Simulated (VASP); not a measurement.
# NiSb (Breithauptite) with AM05 + U: from relaxation to properties, part 3 of 11

Aim: relax NiSb (Breithauptite), then compute properties on the relaxed cell. The start is a cell from a database of measured crystal structures.

VASP 6.6.1, plane waves and PAW; the level of theory is named at each step.

Still holding for the runs below: The k-mesh is coarse for a metal. A U on the itinerant d states of such a compound is hard to justify; it moves the bands at the Fermi level.

So far. Step 2 (Magnetic order: ferromagnetic): The moments fall under 0.1 μB, and the mesh shows no gap. Step 3 (Magnetic order: antiferromagnetic within the cell): The energy lies -0.0 meV an atom from the first pattern, a difference of sampling, since both runs hold the same state. The moments fall under 0.1 μB, and the mesh shows no gap.

The database entry behind the starting cell differs from later determinations by our own check (c about 0.3 % short), so it need not match the best structure at ambient conditions.

### 4. Magnetic order: antiferromagnetic, q = (0, 0, 1/2)

Level of this step: AM05, DFT+U (Ni d 4 eV), spin-polarised from an antiferromagnetic start; plane waves and PAW (Ni, Sb) (VASP).

System of this step: NiSb (Breithauptite). The structure is hexagonal, space group P6_3/mmc (No. 194). The conventional cell has a = 3.928 Å, b = 3.928 Å, c = 5.120 Å, α = 90.00°, β = 90.00°, γ = 120.00°. Nearest to Ni lie 2 Ni at 2.56 Å and 6 Sb at 2.60 Å. Nearest to Sb lie 6 Ni at 2.60 Å. Farther neighbours are not listed.

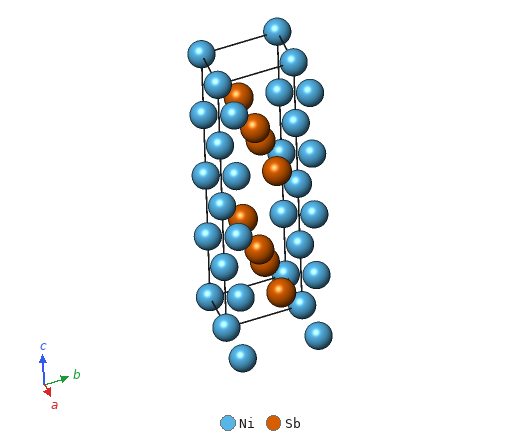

The cell of this step (nickel blue, antimony orange). 2×1×1 cells are drawn. Some periodic images of atoms are drawn too.

Next, a pattern with opposite moments, which needs a doubled cell; q is given in the reciprocal vectors of the primitive cell.

INCAR

```
SYSTEM = NiSb
PREC = Accurate
ENCUT = 400
EDIFF = 1E-06
NELM = 100
ISMEAR = 0
SIGMA = 0.05
LREAL = .FALSE.
ALGO = Normal
GGA = AM
NBANDS = 42
ISPIN = 2
MAGMOM = 1 -1 1 -1 0 0 0 0
LDAU = .TRUE.
LDAUTYPE = 2
LDAUL = 2 -1
LDAUU = 4 0
LDAUJ = 0 0
LDAUPRINT = 1
LASPH = .TRUE.
LMAXMIX = 4
LORBIT = 11
LWAVE = .FALSE.
LCHARG = .FALSE.
KPAR = 8
ISIF = 2
```

POSCAR

```
NiSb
1.0
    3.9280000000      0.0000000000      0.0000000000
   -1.9640000000      3.4017477861      0.0000000000
    0.0000000000      0.0000000000     10.2400000000
Ni Sb
4 4
Direct
    0.0000000000      0.0000000000      0.0000000000
    0.0000000000      0.0000000000      0.5000000000
    0.0000000000      0.0000000000      0.2500000000
    0.0000000000      0.0000000000      0.7500000000
    0.3333333333      0.6666666667      0.1250000000
    0.3333333333      0.6666666667      0.6250000000
    0.6666666667      0.3333333333      0.3750000000
    0.6666666667      0.3333333333      0.8750000000
```

KPOINTS

```
Automatic mesh
0
Gamma
7 7 3
0 0 0
```

PAW data sets: Ni and Sb (PBE family, release 64).

Launch:

```sh
$ mpirun -np 8 vasp_std
```

Log:

```text
[banner, memory and clock lines left out]
running    8 mpi-ranks, on    1 nodes
 distrk:  each k-point on    1 cores,    8 groups
 distr:  one band on    1 cores,    1 groups

 POSCAR found type information on POSCAR NiSb
 POSCAR found :  2 types and       8 ions
 [... a notice as in an earlier step ...]

 [... a notice as in an earlier step ...]

 LDA part: xc-table for (Slater+PW92), standard interpolation
 POSCAR, INCAR and KPOINTS ok, starting setup
 FFT: planning ... GRIDC
 FFT: planning ... GRID_SOFT
 FFT: planning ... GRID
 WAVECAR not read
 entering main loop
       N       E                     dE             d eps       ncg     rms          rms(c)
DAV:   1     0.370892106146E+03    0.37089E+03   -0.20550E+04  2688   0.122E+03
DAV:   2    -0.542320704660E+01   -0.37632E+03   -0.36118E+03  2730   0.300E+02
DAV:   3    -0.336878448861E+02   -0.28265E+02   -0.27417E+02  3080   0.106E+02
DAV:   4    -0.343816637243E+02   -0.69382E+00   -0.69059E+00  3074   0.157E+01
DAV:   5    -0.344014761129E+02   -0.19812E-01   -0.19809E-01  3716   0.259E+00    0.157E+01
DAV:   6    -0.358580185503E+02   -0.14565E+01   -0.19450E+01  2994   0.593E+01    0.131E+01
DAV:   7    -0.337041592002E+02    0.21539E+01   -0.94066E+00  3126   0.491E+01    0.620E+00
DAV:   8    -0.336684862212E+02    0.35673E-01   -0.14652E+00  3854   0.979E+00    0.256E+00
DAV:   9    -0.336755818210E+02   -0.70956E-02   -0.41420E-01  3174   0.763E+00    0.872E-01
DAV:  10    -0.336928733763E+02   -0.17292E-01   -0.49837E-02  3390   0.276E+00    0.446E-01
DAV:  11    -0.337001266343E+02   -0.72533E-02   -0.17496E-02  3498   0.148E+00    0.336E-01
DAV:  12    -0.337001098720E+02    0.16762E-04   -0.37363E-03  3254   0.804E-01    0.123E-01
DAV:  13    -0.337001618899E+02   -0.52018E-04   -0.38822E-04  3570   0.177E-01    0.643E-02
DAV:  14    -0.337001899858E+02   -0.28096E-04   -0.33235E-05  3278   0.540E-02    0.459E-02
DAV:  15    -0.337002008155E+02   -0.10830E-04   -0.20689E-05  3634   0.424E-02    0.171E-02
DAV:  16    -0.337002015296E+02   -0.71417E-06   -0.13564E-05  3302   0.415E-02    0.790E-03
DAV:  17    -0.337002016307E+02   -0.10107E-06   -0.20428E-06  1944   0.154E-02
   1 F= -.33700202E+02 E0= -.33697359E+02  d E =-.568564E-02  mag=    -0.0000
```

Elapsed: 43 s, on 8 MPI ranks of AMD EPYC 7R43, shared host; peak memory 2.3 GiB.

OUTCAR, selected parts (step 4):

```text
  LATTYP: Found a hexagonal cell.
 ALAT       =     3.9280000000
 C/A-ratio  =     2.6069246436

 Found     16 irreducible k-points:

   k-points           NKPTS =     16   k-points in BZ     NKDIM =     16   number of bands    NBANDS=     42

   dimension x,y,z NGX =    28 NGY =   28 NGZ =   70
   dimension x,y,z NGXF=    56 NGYF=   56 NGZF=  140

   ENCUT  =  400.0 eV  29.40 Ry    5.42 a.u.   6.41  6.41 16.70*2*pi/ulx,y,z

   NELECT =      60.0000    total number of electrons

atom =   1  type =  1  l = 2

 onsite density matrix

spin component  1

  0.8690 -0.0000 -0.0000  0.0480  0.0000
 -0.0000  0.8643  0.0000  0.0000  0.0480
 -0.0000  0.0000  0.8839  0.0000  0.0000
  0.0480  0.0000  0.0000  0.8643  0.0000
  0.0000  0.0480  0.0000  0.0000  0.8690

spin component  2

  0.8690 -0.0000 -0.0000  0.0481  0.0000
 -0.0000  0.8643  0.0000  0.0000  0.0481
 -0.0000  0.0000  0.8839  0.0000  0.0000
  0.0481  0.0000  0.0000  0.8643  0.0000
  0.0000  0.0481  0.0000  0.0000  0.8690

 occupancies and eigenvectors

  o =  0.8185  v =  0.0000  0.0000  0.0000  0.0000  0.0000 -0.6898 -0.0000 -0.0000  0.7240  0.0000      0.0000  0.0000  0.0000  0.0000  0.0000  0.0000  0.0000  0.0000  0.0000  0.0000
  o =  0.8185  v =  0.0000  0.0000  0.0000  0.0000  0.0000 -0.0000  0.7240  0.0000  0.0000 -0.6898      0.0000  0.0000  0.0000  0.0000  0.0000  0.0000  0.0000  0.0000  0.0000  0.0000
  o =  0.8186  v =  0.6898  0.0000  0.0000 -0.7240 -0.0000  0.0000  0.0000  0.0000  0.0000  0.0000      0.0000  0.0000  0.0000  0.0000  0.0000  0.0000  0.0000  0.0000  0.0000  0.0000
  o =  0.8186  v =  0.0000  0.7240  0.0000  0.0000 -0.6898  0.0000  0.0000  0.0000  0.0000  0.0000      0.0000  0.0000  0.0000  0.0000  0.0000  0.0000  0.0000  0.0000  0.0000  0.0000
  o =  0.8839  v =  0.0000 -0.0000  1.0000  0.0000 -0.0000  0.0000  0.0000  0.0000  0.0000  0.0000      0.0000  0.0000  0.0000  0.0000  0.0000  0.0000  0.0000  0.0000  0.0000  0.0000
  o =  0.8839  v =  0.0000  0.0000  0.0000  0.0000  0.0000  0.0000 -0.0000  1.0000  0.0000 -0.0000      0.0000  0.0000  0.0000  0.0000  0.0000  0.0000  0.0000  0.0000  0.0000  0.0000
  o =  0.9148  v =  0.0000  0.0000  0.0000  0.0000  0.0000  0.7240 -0.0000 -0.0000  0.6898 -0.0000      0.0000  0.0000  0.0000  0.0000  0.0000  0.0000  0.0000  0.0000  0.0000  0.0000
  o =  0.9148  v =  0.0000  0.0000  0.0000  0.0000  0.0000  0.0000  0.6898  0.0000  0.0000  0.7240      0.0000  0.0000  0.0000  0.0000  0.0000  0.0000  0.0000  0.0000  0.0000  0.0000
  o =  0.9148  v = -0.7240  0.0000  0.0000 -0.6898 -0.0000  0.0000  0.0000  0.0000  0.0000  0.0000      0.0000  0.0000  0.0000  0.0000  0.0000  0.0000  0.0000  0.0000  0.0000  0.0000
  o =  0.9148  v =  0.0000 -0.6898 -0.0000  0.0000 -0.7240  0.0000  0.0000  0.0000  0.0000  0.0000      0.0000  0.0000  0.0000  0.0000  0.0000  0.0000  0.0000  0.0000  0.0000  0.0000

atom =   2  type =  1  l = 2

 onsite density matrix

spin component  1

  0.8690  0.0000 -0.0000  0.0481  0.0000
  0.0000  0.8643  0.0000  0.0000  0.0481
 -0.0000  0.0000  0.8839  0.0000  0.0000
  0.0481  0.0000  0.0000  0.8643  0.0000
  0.0000  0.0481  0.0000  0.0000  0.8690

spin component  2

  0.8690  0.0000 -0.0000  0.0480  0.0000
  0.0000  0.8643  0.0000  0.0000  0.0480
 -0.0000  0.0000  0.8839  0.0000  0.0000
  0.0480  0.0000  0.0000  0.8643  0.0000
  0.0000  0.0480  0.0000  0.0000  0.8690

 occupancies and eigenvectors

  o =  0.8185  v = -0.6898  0.0000 -0.0000  0.7240  0.0000  0.0000  0.0000  0.0000  0.0000  0.0000      0.0000  0.0000  0.0000  0.0000  0.0000  0.0000  0.0000  0.0000  0.0000  0.0000
  o =  0.8185  v =  0.0000 -0.7240 -0.0000 -0.0000  0.6898  0.0000  0.0000  0.0000  0.0000  0.0000      0.0000  0.0000  0.0000  0.0000  0.0000  0.0000  0.0000  0.0000  0.0000  0.0000
  o =  0.8186  v =  0.0000  0.0000  0.0000  0.0000  0.0000  0.6898 -0.0000 -0.0000 -0.7240  0.0000      0.0000  0.0000  0.0000  0.0000  0.0000  0.0000  0.0000  0.0000  0.0000  0.0000
  o =  0.8186  v =  0.0000  0.0000  0.0000  0.0000  0.0000 -0.0000 -0.7240 -0.0000  0.0000  0.6898      0.0000  0.0000  0.0000  0.0000  0.0000  0.0000  0.0000  0.0000  0.0000  0.0000
  o =  0.8839  v =  0.0000  0.0000  0.0000  0.0000  0.0000  0.0000 -0.0000  1.0000  0.0000 -0.0000      0.0000  0.0000  0.0000  0.0000  0.0000  0.0000  0.0000  0.0000  0.0000  0.0000
  o =  0.8839  v =  0.0000  0.0000 -1.0000 -0.0000  0.0000  0.0000  0.0000  0.0000  0.0000  0.0000      0.0000  0.0000  0.0000  0.0000  0.0000  0.0000  0.0000  0.0000  0.0000  0.0000
  o =  0.9148  v = -0.7240  0.0000  0.0000 -0.6898 -0.0000  0.0000  0.0000  0.0000  0.0000  0.0000      0.0000  0.0000  0.0000  0.0000  0.0000  0.0000  0.0000  0.0000  0.0000  0.0000
  o =  0.9148  v =  0.0000 -0.6898 -0.0000  0.0000 -0.7240  0.0000  0.0000  0.0000  0.0000  0.0000      0.0000  0.0000  0.0000  0.0000  0.0000  0.0000  0.0000  0.0000  0.0000  0.0000
  o =  0.9148  v =  0.0000  0.0000  0.0000  0.0000  0.0000  0.7240  0.0000  0.0000  0.6898  0.0000      0.0000  0.0000  0.0000  0.0000  0.0000  0.0000  0.0000  0.0000  0.0000  0.0000
  o =  0.9148  v =  0.0000  0.0000  0.0000  0.0000  0.0000 -0.0000  0.6898  0.0000 -0.0000  0.7240      0.0000  0.0000  0.0000  0.0000  0.0000  0.0000  0.0000  0.0000  0.0000  0.0000

atom =   3  type =  1  l = 2

 onsite density matrix

spin component  1

  0.8690  0.0000 -0.0000 -0.0480  0.0000
[...]
o =  0.8186  v =  0.0000  0.0000  0.0000  0.0000  0.0000 -0.6898  0.0000 -0.0000 -0.7240  0.0000      0.0000  0.0000  0.0000  0.0000  0.0000  0.0000  0.0000  0.0000  0.0000  0.0000
  o =  0.8186  v =  0.0000  0.0000  0.0000  0.0000  0.0000  0.0000 -0.7240  0.0000 -0.0000 -0.6898      0.0000  0.0000  0.0000  0.0000  0.0000  0.0000  0.0000  0.0000  0.0000  0.0000
  o =  0.8839  v =  0.0000  0.0000  0.0000  0.0000  0.0000  0.0000  0.0000  1.0000 -0.0000 -0.0000      0.0000  0.0000  0.0000  0.0000  0.0000  0.0000  0.0000  0.0000  0.0000  0.0000
  o =  0.8839  v = -0.0000 -0.0000 -1.0000  0.0000  0.0000  0.0000  0.0000  0.0000  0.0000  0.0000      0.0000  0.0000  0.0000  0.0000  0.0000  0.0000  0.0000  0.0000  0.0000  0.0000
  o =  0.9148  v =  0.7240  0.0000 -0.0000 -0.6898 -0.0000  0.0000  0.0000  0.0000  0.0000  0.0000      0.0000  0.0000  0.0000  0.0000  0.0000  0.0000  0.0000  0.0000  0.0000  0.0000
  o =  0.9148  v =  0.0000 -0.6898  0.0000 -0.0000  0.7240  0.0000  0.0000  0.0000  0.0000  0.0000      0.0000  0.0000  0.0000  0.0000  0.0000  0.0000  0.0000  0.0000  0.0000  0.0000
  o =  0.9148  v =  0.0000  0.0000  0.0000  0.0000  0.0000 -0.7240  0.0000  0.0000  0.6898 -0.0000      0.0000  0.0000  0.0000  0.0000  0.0000  0.0000  0.0000  0.0000  0.0000  0.0000
  o =  0.9148  v =  0.0000  0.0000  0.0000  0.0000  0.0000  0.0000 -0.6898  0.0000  0.0000  0.7240      0.0000  0.0000  0.0000  0.0000  0.0000  0.0000  0.0000  0.0000  0.0000  0.0000

 E-fermi :   9.6695

 spin component 1
 k-point     1 :       0.0000    0.0000    0.0000
  band No.  band energies     occupation
    ...
     21       7.1751      1.00000
     22       7.1751      1.00000
     23       7.9772      1.00000
     24       7.9773      1.00000
     25       9.3311      1.00000
     26      10.0072      0.00000
     27      10.0072      0.00000
     28      10.5224      0.00000
     29      10.5224      0.00000
     30      11.8501      0.00000
    ...

 k-point     2 :       0.1429   -0.0000    0.0000
  band No.  band energies     occupation
    ...
     23       7.9487      1.00000
     24       7.9772      1.00000
     25       8.9030      1.00000
     26       9.2500      1.00000
     27       9.6394      0.80264
     28       9.8087      0.00004
     29       9.8087      0.00004
     30      11.0367      0.00000
     31      11.0367      0.00000
     32      11.3112      0.00000
    ...

 k-point     3 :       0.2857   -0.0000    0.0000
  band No.  band energies     occupation
    ...
     25       7.9770      1.00000
     26       8.4290      1.00000
     27       8.5409      1.00000
     28       8.5409      1.00000
     29       8.9161      1.00000
     30      10.2884      0.00000
     31      10.4857      0.00000
     32      10.4857      0.00000
     33      11.1567      0.00000
     34      11.1567      0.00000
    ...

 k-point     4 :       0.4286    0.0000    0.0000
  band No.  band energies     occupation
    ...
     26       7.6546      1.00000
     27       7.8575      1.00000
     28       7.9769      1.00000
     29       8.0792      1.00000
     30       9.3710      1.00000
     31       9.9758      0.00000
     32       9.9758      0.00000
     33      10.8823      0.00000
     34      11.4050      0.00000
     35      11.4050      0.00000
    ...

  Total       -5.5008577     -5.5008577     -5.6251354      0.0000000      0.0000000      0.0000000
  in kB      -64.4120979    -64.4120979    -65.8673238      0.0000000      0.0000000      0.0000000
  external PRESSURE =     -64.8971732 kB  Pullay stress =       0.0000000 kB

  energy-cutoff  :      400.00
  volume of cell :      136.83
      direct lattice vectors                 reciprocal lattice vectors
     3.928000000  0.000000000  0.000000000     0.254582485  0.146983266  0.000000000
    -1.964000000  3.401747786  0.000000000     0.000000000  0.293966532  0.000000000
     0.000000000  0.000000000 10.240000000     0.000000000  0.000000000  0.097656250

 POSITION                                       TOTAL-FORCE (eV/Angst)
 -----------------------------------------------------------------------------------
      0.00000      0.00000      0.00000         0.000000     -0.000000     -0.000004
      0.00000      0.00000      5.12000         0.000000     -0.000000     -0.000004
      0.00000      0.00000      2.56000         0.000000     -0.000000      0.000004
      0.00000      0.00000      7.68000         0.000000     -0.000000      0.000004
     -0.00000      2.26783      1.28000        -0.000000      0.000000      0.000000
     -0.00000      2.26783      6.40000        -0.000000      0.000000      0.000000
      1.96400      1.13392      3.84000         0.000000     -0.000000      0.000000
      1.96400      1.13392      8.96000         0.000000      0.000000      0.000000
 -----------------------------------------------------------------------------------
    total drift:                                0.000000     -0.000000      0.000000

  FREE ENERGIE OF THE ION-ELECTRON SYSTEM (eV)
  ---------------------------------------------------
  free  energy   TOTEN  =       -33.7002016307 eV

  energy  without entropy=      -33.6945159885  energy(sigma->0) =      -33.69735881

 total charge
# of ion       s       p       d       tot
------------------------------------------
    1        0.429   0.458   8.668   9.554
    2        0.429   0.458   8.668   9.554
    3        0.429   0.458   8.668   9.554
    4        0.429   0.458   8.668   9.554
    5        1.134   1.197   0.070   2.401
    6        1.134   1.197   0.070   2.401
    7        1.134   1.197   0.070   2.401
    8        1.134   1.197   0.070   2.401
--------------------------------------------------
tot          6.252   6.620  34.949  47.821

 magnetization (x)
# of ion       s       p       d       tot
------------------------------------------
    1        0.000   0.000   0.000   0.000
    2       -0.000  -0.000  -0.000  -0.000
    3        0.000   0.000   0.000   0.000
    4       -0.000  -0.000  -0.000  -0.000
    5       -0.000  -0.000   0.000  -0.000
    6        0.000   0.000  -0.000   0.000
    7        0.000   0.000   0.000   0.000
    8        0.000   0.000   0.000   0.000
--------------------------------------------------
tot          0.000   0.000   0.000   0.000

[... 2 parts as in an earlier step ...]

[... 6 further parts left out ...]
```

At this level the cell is under a tension of 6.5 GPa, so at these settings it is away from equilibrium.

This step gave:

| Property | Result |
| --- | --- |
| electronic steps | 17 |
| electrons | 60 |
| bands | 42 |
| irreducible k points | 16 |
| symmetry operations | 12 |
| free energy (TOTEN) | -33.70 eV |
| energy at zero smearing | -33.70 eV |
| Fermi energy | 9.669 eV |
| pressure | -6.490 GPa |

The spin moment in the PAW sphere vanishes on all atoms.

The energy lies +5.4 meV an atom from the first pattern, a difference of sampling, since both runs hold the same state. The moments fall under 0.1 μB, and the mesh shows no gap.

(Part 3 of 11 ends here.)

[Lines on the potential files, build, host, timing and source positions are cut from VASP's logs without a mark.]

[Logs are printed without paths, hosts, clocks, repeated set-up lines and the standing remarks that a program may print on its own settings, such as how far it seeks lower states.]

[Hosts, paths, dates, database ids (printed as entryN), source tags and the programs' standing remarks are cut or masked in the printed files.]

[A measured line is paired with the nearest computed mode of its activity, which favours agreement.]
